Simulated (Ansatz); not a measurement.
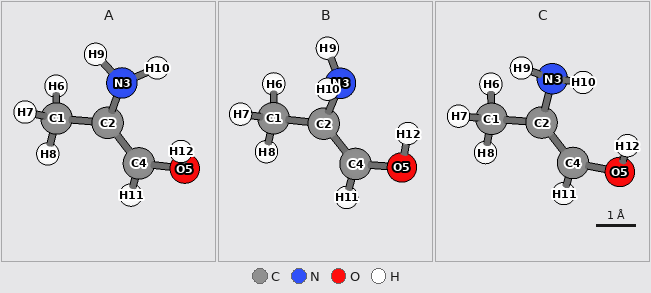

3 geometries from a converged minimum-energy path of C3H7NO, shuffled. The picture is a ball-and-stick view, seen at a tilt.

Level of theory: Ansatz 0.2.0, RKS BHLYP-D4/6-31G*. Run with 7 movable images; climbing image; force threshold 0.05 eV/Å; iteration limit 47; starting path through a guess of the saddle point.

> Which frame is the top of the path?

C. In order along the path, whose images run from 0 to 8: B (image 1, +0.96 kcal/mol), C (image 4, +5.75 kcal/mol), A (image 6, +2.86 kcal/mol). The motion is an umbrella inversion at N3. No bond forms or breaks between the ends. Bond angles that change up to the highest image, for instance: N3–C2–C4 115.7° → 125.2°, C1–C2–N3 120.3° → 113.7°.

The run took 6.8 min on 1 thread of Arm Neoverse V1 (shared host), peak memory 0.19 GiB.
